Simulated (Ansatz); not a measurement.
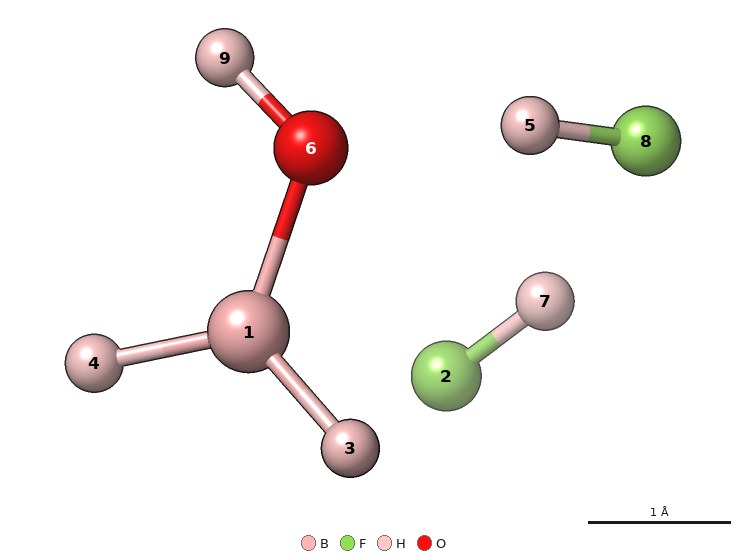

Orthographic view. Distant atoms are faded towards the background colour. The geometry was computed by an optimisation with PBE0-D4/def2-TZVP.

Write the connection table.

B1: H3, H4, O6
F2: H7
H3: B1
H4: B1
H5: F8
O6: B1, H9
H7: F2
F8: H5
H9: O6
